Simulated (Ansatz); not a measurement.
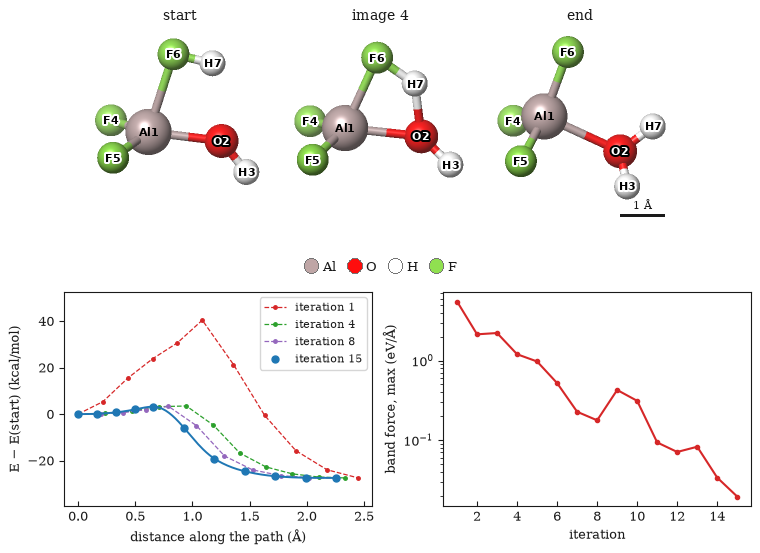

A search for the minimum-energy path of AlH2OF3 by the nudged elastic band. Images are numbered from 0 (start) to 10 (end). The plot follows the band through its iterations. The picture is a ball-and-stick view, seen from a free direction.

The calculation used Ansatz 0.2.0, RHF/def2-SVP. Set-up: 9 movable images; climbing image; force threshold 0.03 eV/Å; iteration limit 60; starting path through a guess of the saddle point.

Q: Judge this run.

A: The result is final at these settings. The band converged in 15 iterations. The largest component of the band force went from 5.5 to 0.019 eV/Å. The climbing image converged on the top of the path. Its vibrational analysis gives one imaginary mode (1004i cm⁻¹), as a transition state must have. The first iteration put the highest image at 40.4 kcal/mol. The energy climbs by 3.2 kcal/mol to image 4 and then falls by 30.7 kcal/mol, so the end point sits at −27.4 kcal/mol.

Limits of the set-up: Hartree-Fock leaves out electron correlation.
